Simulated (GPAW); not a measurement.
# SnCl2: molecular dynamics

SnCl2, computed with PBE/plane waves, scalar-relativistic datasets (GPAW 26.7.0).

The geometry comes from this level: GFN2-xTB.

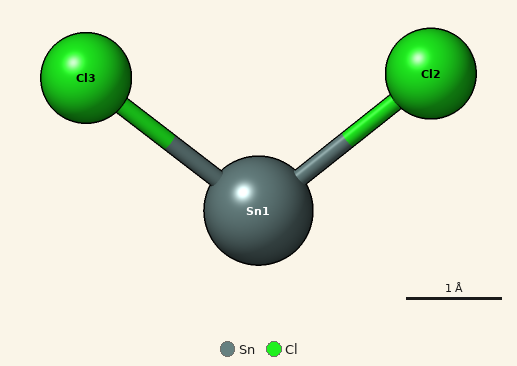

The starting structure (ball-and-stick view, seen at an oblique angle; atoms are numbered from 1 in the order of the input). Sticks mark near contacts.

Input file (gs.py)
```python
import numpy as np
from ase import Atoms, units
from ase.md.nvtberendsen import NVTBerendsen
from ase.md.velocitydistribution import MaxwellBoltzmannDistribution, Stationary, ZeroRotation
from ase.units import Bohr
from gpaw import GPAW, PW

positions_bohr = np.array(
              [[  0.009279,  -0.013530,  -1.934588],
               [  3.425318,  -0.035943,   0.984585],
               [ -3.434596,   0.049473,   0.950003]])
system = Atoms("SnClCl", positions=positions_bohr * Bohr)
system.center(vacuum=4.5)

gpaw_calc = GPAW(mode={"name": "pw", "ecut": 340},
                 xc="PBE",
                 maxiter=150,
                 symmetry="off",
                 txt="gs.txt")
system.calc = gpaw_calc

rng = np.random.default_rng(201)
MaxwellBoltzmannDistribution(system, temperature_K=100, rng=rng)
Stationary(system)
ZeroRotation(system)
dyn = NVTBerendsen(system, timestep=2.0 * units.fs, temperature_K=100, taut=50 * units.fs, trajectory="md.traj", logfile="-")
dyn.run(30)
```

Run on 1 thread of AMD EPYC (Zen 3), 12 GiB of memory available, shared host.

Run as:
```bash
python3 gs.py
```

What the program printed
```
DeprecationWarning: Use thermalize_momenta
Time[ps]      Etot[eV]     Epot[eV]     Ekin[eV]    T[K]
0.0000          -9.4026      -9.4556       0.0530   136.6
0.0020          -9.4032      -9.4564       0.0532   137.3
0.0040          -9.4037      -9.4562       0.0524   135.2
0.0060          -9.4043      -9.4549       0.0507   130.7
0.0080          -9.4047      -9.4528       0.0481   124.0
0.0100          -9.4051      -9.4500       0.0449   115.8
0.0120          -9.4053      -9.4466       0.0412   106.3
0.0140          -9.4054      -9.4428       0.0373    96.3
0.0160          -9.4054      -9.4388       0.0334    86.2
0.0180          -9.4052      -9.4349       0.0297    76.5
0.0200          -9.4048      -9.4310       0.0262    67.6
0.0220          -9.4043      -9.4275       0.0232    59.8
0.0240          -9.4037      -9.4244       0.0207    53.4
0.0260          -9.4030      -9.4218       0.0188    48.6
0.0280          -9.4022      -9.4198       0.0177    45.5
0.0300          -9.4014      -9.4185       0.0172    44.3
0.0320          -9.4005      -9.4179       0.0174    45.0
0.0340          -9.3997      -9.4181       0.0184    47.5
0.0360          -9.3989      -9.4189       0.0201    51.7
0.0380          -9.3981      -9.4204       0.0223    57.4
0.0400          -9.3975      -9.4224       0.0249    64.3
0.0420          -9.3969      -9.4248       0.0279    71.9
0.0440          -9.3965      -9.4275       0.0310    79.8
0.0460          -9.3963      -9.4302       0.0340    87.6
0.0480          -9.3961      -9.4328       0.0368    94.8
0.0500          -9.3960      -9.4351       0.0391   100.9
0.0520          -9.3960      -9.4369       0.0409   105.4
0.0540          -9.3961      -9.4379       0.0418   107.8
0.0560          -9.3962      -9.4381       0.0419   108.0
0.0580          -9.3963      -9.4374       0.0410   105.8
0.0600          -9.3964      -9.4356       0.0392   101.0
```

Trajectory as extended XYZ (Å, eV, eV/Å), 31 frames, from step=0 to step=30
```
3
Properties=species:S:1:pos:R:3:forces:R:3 step=0 time_fs=0.0 energy=-9.45558 temperature=136.6
Sn    6.3224    4.5119    4.5000    0.0043  -0.0022  -0.2351
Cl    8.1301    4.5000    6.0448    0.1041  -0.0005   0.1169
Cl    4.5000    4.5452    6.0265   -0.1080   0.0023   0.1181
3
Properties=species:S:1:pos:R:3:forces:R:3 step=1 time_fs=2.0 energy=-9.45641 temperature=137.3
Sn    6.3244    4.5118    4.4974   -0.0896  -0.0006  -0.1671
Cl    8.1255    4.5001    6.0463    0.1273  -0.0008   0.1218
Cl    4.4979    4.5453    6.0336   -0.0328   0.0009   0.0457
3
Properties=species:S:1:pos:R:3:forces:R:3 step=2 time_fs=4.0 energy=-9.45618 temperature=135.2
Sn    6.3264    4.5118    4.4947   -0.1777   0.0010  -0.0991
Cl    8.1211    4.5001    6.0480    0.1402  -0.0009   0.1262
Cl    4.4957    4.5454    6.0408    0.0393  -0.0005  -0.0274
3
Properties=species:S:1:pos:R:3:forces:R:3 step=3 time_fs=6.0 energy=-9.45495 temperature=130.7
Sn    6.3283    4.5117    4.4921   -0.2598   0.0025  -0.0317
Cl    8.1169    4.5002    6.0498    0.1539  -0.0010   0.1277
Cl    4.4936    4.5454    6.0480    0.1077  -0.0018  -0.0963
3
Properties=species:S:1:pos:R:3:forces:R:3 step=4 time_fs=8.0 energy=-9.45283 temperature=124.0
Sn    6.3301    4.5117    4.4894   -0.3345   0.0039   0.0341
Cl    8.1129    4.5003    6.0517    0.1651  -0.0012   0.1271
Cl    4.4916    4.5455    6.0550    0.1713  -0.0031  -0.1614
3
Properties=species:S:1:pos:R:3:forces:R:3 step=5 time_fs=10.0 energy=-9.44998 temperature=115.8
Sn    6.3317    4.5117    4.4868   -0.4012   0.0051   0.0977
Cl    8.1090    4.5003    6.0538    0.1736  -0.0013   0.1243
Cl    4.4898    4.5456    6.0618    0.2296  -0.0042  -0.2222
3
Properties=species:S:1:pos:R:3:forces:R:3 step=6 time_fs=12.0 energy=-9.44657 temperature=106.3
Sn    6.3333    4.5116    4.4842   -0.4619   0.0063   0.1605
Cl    8.1054    4.5004    6.0560    0.1834  -0.0015   0.1174
Cl    4.4883    4.5456    6.0683    0.2847  -0.0053  -0.2807
3
Properties=species:S:1:pos:R:3:forces:R:3 step=7 time_fs=14.0 energy=-9.44279 temperature=96.3
Sn    6.3347    4.5116    4.4816   -0.5114   0.0073   0.2186
Cl    8.1019    4.5004    6.0583    0.1862  -0.0016   0.1107
Cl    4.4871    4.5457    6.0745    0.3306  -0.0062  -0.3313
3
Properties=species:S:1:pos:R:3:forces:R:3 step=8 time_fs=16.0 energy=-9.43883 temperature=86.2
Sn    6.3359    4.5115    4.4791   -0.5527   0.0082   0.2738
Cl    8.0987    4.5005    6.0607    0.1865  -0.0016   0.1018
Cl    4.4862    4.5458    6.0804    0.3711  -0.0070  -0.3774
3
Properties=species:S:1:pos:R:3:forces:R:3 step=9 time_fs=18.0 energy=-9.43485 temperature=76.5
Sn    6.3370    4.5115    4.4767   -0.5857   0.0090   0.3260
Cl    8.0956    4.5006    6.0633    0.1844  -0.0017   0.0909
Cl    4.4858    4.5458    6.0859    0.4055  -0.0077  -0.4184
3
Properties=species:S:1:pos:R:3:forces:R:3 step=10 time_fs=20.0 energy=-9.43103 temperature=67.6
Sn    6.3378    4.5115    4.4744   -0.6106   0.0097   0.3749
Cl    8.0928    4.5006    6.0660    0.1801  -0.0017   0.0783
Cl    4.4857    4.5458    6.0909    0.4340  -0.0084  -0.4543
3
Properties=species:S:1:pos:R:3:forces:R:3 step=11 time_fs=22.0 energy=-9.42750 temperature=59.8
Sn    6.3385    4.5115    4.4722   -0.6276   0.0102   0.4205
Cl    8.0901    4.5007    6.0687    0.1738  -0.0017   0.0640
Cl    4.4862    4.5459    6.0955    0.4567  -0.0089  -0.4851
3
Properties=species:S:1:pos:R:3:forces:R:3 step=12 time_fs=24.0 energy=-9.42440 temperature=53.4
Sn    6.3390    4.5114    4.4701   -0.6372   0.0106   0.4626
Cl    8.0875    4.5007    6.0716    0.1657  -0.0017   0.0481
Cl    4.4871    4.5459    6.0996    0.4736  -0.0092  -0.5108
3
Properties=species:S:1:pos:R:3:forces:R:3 step=13 time_fs=26.0 energy=-9.42181 temperature=48.6
Sn    6.3393    4.5114    4.4681   -0.6408   0.0109   0.5021
Cl    8.0851    4.5008    6.0746    0.1548  -0.0017   0.0276
Cl    4.4886    4.5459    6.1033    0.4855  -0.0096  -0.5348
3
Properties=species:S:1:pos:R:3:forces:R:3 step=14 time_fs=28.0 energy=-9.41984 temperature=45.5
Sn    6.3393    4.5114    4.4663   -0.6356   0.0111   0.5357
Cl    8.0828    4.5008    6.0777    0.1457  -0.0017   0.0117
Cl    4.4907    4.5459    6.1064    0.4899  -0.0097  -0.5487
3
Properties=species:S:1:pos:R:3:forces:R:3 step=15 time_fs=30.0 energy=-9.41854 temperature=44.3
Sn    6.3392    4.5114    4.4646   -0.6230   0.0111   0.5657
Cl    8.0806    4.5009    6.0809    0.1339  -0.0017  -0.0096
Cl    4.4933    4.5459    6.1090    0.4904  -0.0098  -0.5609
3
Properties=species:S:1:pos:R:3:forces:R:3 step=16 time_fs=32.0 energy=-9.41795 temperature=45.0
Sn    6.3389    4.5114    4.4630   -0.6052   0.0111   0.5915
Cl    8.0785    4.5009    6.0842    0.1210  -0.0017  -0.0298
Cl    4.4966    4.5459    6.1111    0.4841  -0.0098  -0.5663
3
Properties=species:S:1:pos:R:3:forces:R:3 step=17 time_fs=34.0 energy=-9.41808 temperature=47.5
Sn    6.3383    4.5114    4.4615   -0.5812   0.0109   0.6117
Cl    8.0765    4.5010    6.0875    0.1083  -0.0017  -0.0475
Cl    4.5004    4.5458    6.1125    0.4721  -0.0096  -0.5644
3
Properties=species:S:1:pos:R:3:forces:R:3 step=18 time_fs=36.0 energy=-9.41891 temperature=51.7
Sn    6.3376    4.5114    4.4603   -0.5497   0.0106   0.6260
Cl    8.0746    4.5010    6.0908    0.0953  -0.0017  -0.0682
Cl    4.5049    4.5458    6.1134    0.4528  -0.0093  -0.5583
3
Properties=species:S:1:pos:R:3:forces:R:3 step=19 time_fs=38.0 energy=-9.42038 temperature=57.4
Sn    6.3366    4.5114    4.4592   -0.5124   0.0102   0.6339
Cl    8.0727    4.5011    6.0941    0.0827  -0.0017  -0.0880
Cl    4.5099    4.5457    6.1137    0.4275  -0.0089  -0.5461
3
Properties=species:S:1:pos:R:3:forces:R:3 step=20 time_fs=40.0 energy=-9.42240 temperature=64.3
Sn    6.3355    4.5114    4.4583   -0.4694   0.0097   0.6348
Cl    8.0709    4.5011    6.0973    0.0706  -0.0016  -0.1072
Cl    4.5155    4.5457    6.1134    0.3954  -0.0084  -0.5276
3
Properties=species:S:1:pos:R:3:forces:R:3 step=21 time_fs=42.0 energy=-9.42482 temperature=71.9
Sn    6.3342    4.5114    4.4577   -0.4208   0.0091   0.6283
Cl    8.0691    4.5012    6.1005    0.0595  -0.0016  -0.1251
Cl    4.5216    4.5456    6.1125    0.3571  -0.0078  -0.5029
3
Properties=species:S:1:pos:R:3:forces:R:3 step=22 time_fs=44.0 energy=-9.42750 temperature=79.8
Sn    6.3327    4.5114    4.4572   -0.3670   0.0083   0.6139
Cl    8.0674    4.5012    6.1036    0.0496  -0.0016  -0.1416
Cl    4.5281    4.5455    6.1111    0.3124  -0.0070  -0.4718
3
Properties=species:S:1:pos:R:3:forces:R:3 step=23 time_fs=46.0 energy=-9.43024 temperature=87.6
Sn    6.3312    4.5114    4.4569   -0.3082   0.0074   0.5915
Cl    8.0658    4.5013    6.1065    0.0412  -0.0016  -0.1564
Cl    4.5350    4.5454    6.1091    0.2613  -0.0061  -0.4343
3
Properties=species:S:1:pos:R:3:forces:R:3 step=24 time_fs=48.0 energy=-9.43284 temperature=94.8
Sn    6.3295    4.5114    4.4568   -0.2473   0.0065   0.5618
Cl    8.0642    4.5013    6.1092    0.0379  -0.0017  -0.1701
Cl    4.5422    4.5453    6.1067    0.2079  -0.0051  -0.3926
3
Properties=species:S:1:pos:R:3:forces:R:3 step=25 time_fs=50.0 energy=-9.43512 temperature=100.9
Sn    6.3277    4.5114    4.4569   -0.1794   0.0054   0.5232
Cl    8.0626    4.5014    6.1118    0.0330  -0.0017  -0.1814
Cl    4.5496    4.5452    6.1038    0.1447  -0.0040  -0.3427
3
Properties=species:S:1:pos:R:3:forces:R:3 step=26 time_fs=52.0 energy=-9.43688 temperature=105.4
Sn    6.3259    4.5115    4.4571   -0.1075   0.0041   0.4765
Cl    8.0611    4.5014    6.1142    0.0300  -0.0017  -0.1907
Cl    4.5572    4.5451    6.1006    0.0756  -0.0027  -0.2867
3
Properties=species:S:1:pos:R:3:forces:R:3 step=27 time_fs=54.0 energy=-9.43793 temperature=107.8
Sn    6.3241    4.5115    4.4575   -0.0319   0.0028   0.4220
Cl    8.0596    4.5014    6.1164    0.0286  -0.0018  -0.1980
Cl    4.5649    4.5450    6.0970    0.0012  -0.0014  -0.2251
3
Properties=species:S:1:pos:R:3:forces:R:3 step=28 time_fs=56.0 energy=-9.43812 temperature=108.0
Sn    6.3222    4.5115    4.4581    0.0467   0.0014   0.3605
Cl    8.0581    4.5015    6.1183    0.0290  -0.0018  -0.2032
Cl    4.5726    4.5449    6.0932   -0.0778   0.0001  -0.1583
3
Properties=species:S:1:pos:R:3:forces:R:3 step=29 time_fs=58.0 energy=-9.43736 temperature=105.8
Sn    6.3204    4.5115    4.4588    0.1275  -0.0001   0.2926
Cl    8.0567    4.5015    6.1201    0.0311  -0.0019  -0.2065
Cl    4.5801    4.5448    6.0893   -0.1607   0.0016  -0.0872
3
Properties=species:S:1:pos:R:3:forces:R:3 step=30 time_fs=60.0 energy=-9.43559 temperature=101.0
Sn    6.3186    4.5116    4.4595    0.2097  -0.0016   0.2194
Cl    8.0553    4.5015    6.1216    0.0347  -0.0019  -0.2078
Cl    4.5875    4.5447    6.0852   -0.2465   0.0032  -0.0126
```

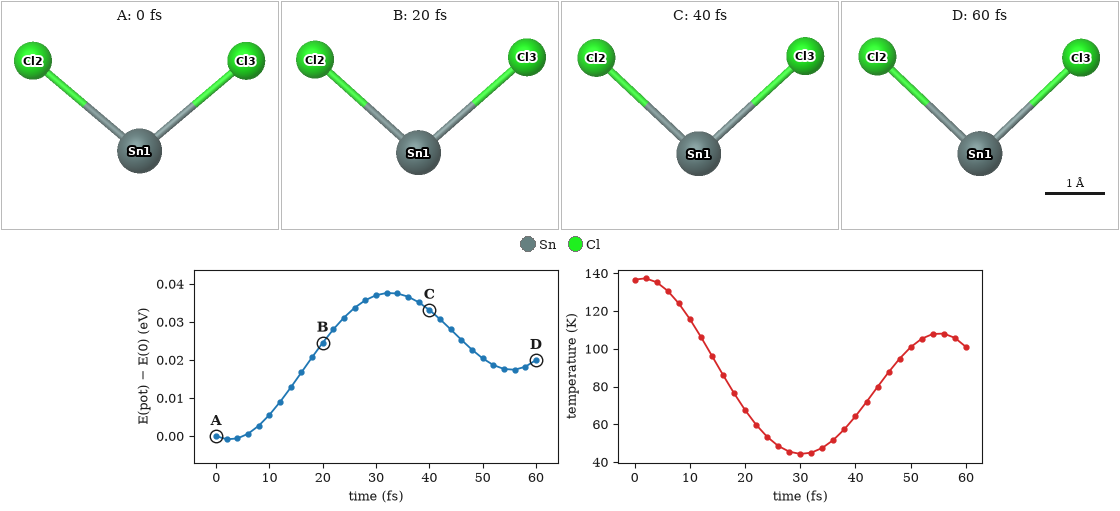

Frames of the molecular dynamics (ball-and-stick, seen on its broad side) above the curves, on which the letters mark them. The trajectory kept here has 31 frames over 60 fs. The temperature starts at 137 K, ranges from 44 to 137 K and averages 80 K over the second half. The potential energy ends 0.020 eV above its first value. After an unweighted best fit of the last frame on the first, the root-mean-square displacement is 0.08 Å.

Summary

| quantity | value |
| --- | --- |
| outcome | finished |
| mean temperature over the second half | 80 K |
| trajectory | 31 frames kept, 60 fs |
| wall time | 1.7 min |
| peak memory | 0.3 GiB |

So short a trajectory is not equilibrated.
